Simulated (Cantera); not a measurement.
Feed: 1 mol Ti, 1 mol H₂O, 120 mol H₂, 0.0033 mol CH₄, equilibrated at 10.0 mbar.

Equilibrium computed with Cantera from the NASA thermochemical tables; the gas is ideal and each condensed phase is pure. Candidate condensed phases: C, C₆H₆, C₇H₈, C₈H₁₈, H₂O, Ti, TiC, TiO, TiO₂, Ti₂O₃, Ti₃O₅, Ti₄O₇; 113 gas species. Mutual solubility and eutectic melting of coexisting phases are not modelled. TiC, TiO: taken at fixed stoichiometry. Condensed phases not in the tables: solid solutions among these carbides, nitrides and lower oxides. Equilibrium is a limit: real reactors are often held back by kinetics, nucleation or transport.

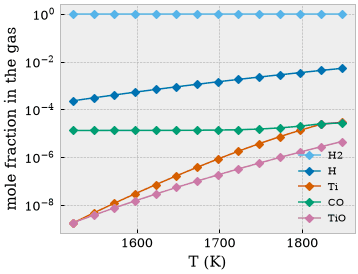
*Equilibrium gas composition (values under 1e-9 drawn at 1e-9)*

From 1523 K to 1823 K the condensed part is TiC(s) + TiO(s). At 1848 K the condensed part is TiO(s).
